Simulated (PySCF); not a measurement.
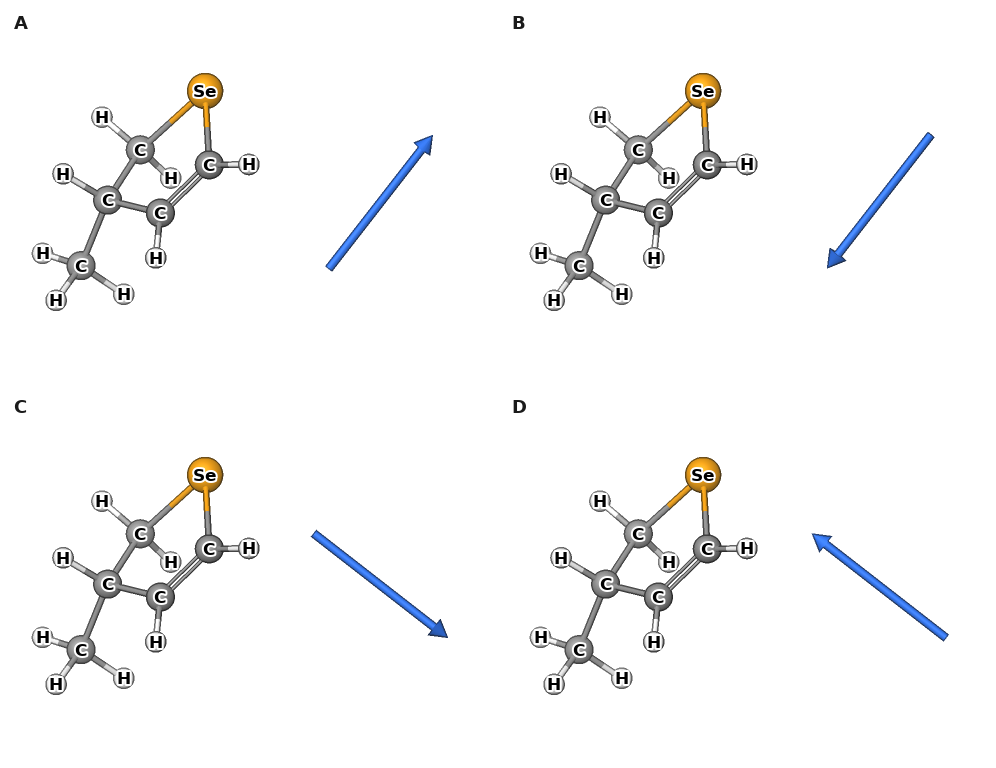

The same molecule four times, each with an arrow. The computed structure is the end point of a PBE0-D3(BJ)/def2-SVP optimisation. No frequency run is at hand to confirm it as a minimum. Method: BHandHLYP/aug-pcX-1 (pcseg-1 on H) (def2-SVPD on Se), gas phase (PySCF 2.14.0).

Question: Which arrow points along the dipole moment, from the negative to the positive end?

Answer: B. The dipole moment is 1.73 D.
